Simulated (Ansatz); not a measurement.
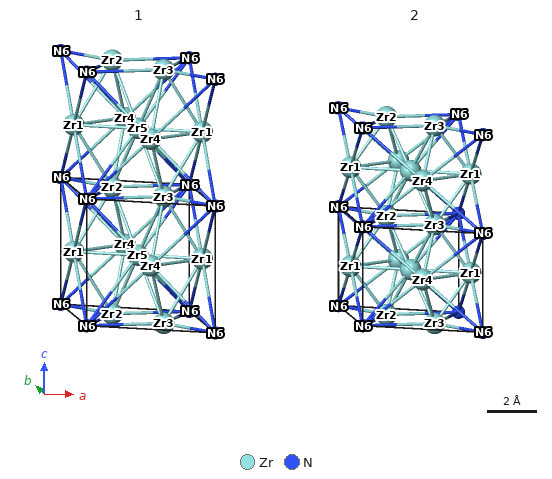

Two geometries of solid Zr5N (a generated structure, set up in P6/mmm) (coarse preliminary run), drawn at one scale. One is the start of a relaxation, the other its converged end. Style: ball-and-stick. Shown: the cell of the calculation, repeated 1 × 1 × 2 with one cell outlined, slightly off an axis.

The calculation used DFT PBE, scalar-relativistic, plane waves, PAW (Ansatz 0.2.0). (plane-wave cutoff 420 eV; k-point mesh 6 × 6 × 4; occupations gaussian; smearing width 0.1 eV; no spin polarisation; cell and atoms relaxed; force threshold 0.04 eV/Å; at most 70 steps)

Which one is relaxed?

Structure 1 is the relaxed one. No atom moves by more than 0.005 Å relative to the cell. Cell: a = b 5.209 → 5.575 Å (+7.0 %), c 4.110 → 5.269 Å (+28.2 %). Volume +46.8 %. Among the contacts that change: Zr1–Zr2 2.546 → 3.087 Å, Zr1–N6 3.318 → 3.835 Å, Zr2–N6 3.007 → 3.219 Å, Zr2–Zr3 3.007 → 3.219 Å. Among the angles between lasting bonds that change: Zr1–Zr3–Zr1 107.6° → 117.2°, Zr1–Zr3–Zr4 145.7° → 149.8°. The space group stays P6/mmm (No. 191). Over 8 accepted moves (10 points after the start) the energy falls by 939 meV per atom. All forces vanish by symmetry, so only the cell relaxes. Pressure: 50.12 GPa at the start and −0.16 GPa at the end. At 2 points the geometry stayed and the basis and grid were re-selected for the new cell (energy shift of 28.8 meV per atom at most each time). The run took 61 s on 1 thread of Intel(R) Xeon(R) Platinum 8375C CPU @ 2.90GHz (Ice Lake), with other jobs on the host, peak memory 0.51 GiB.

Limits of the set-up: the k-point mesh is coarse for a cell with partly filled bands.
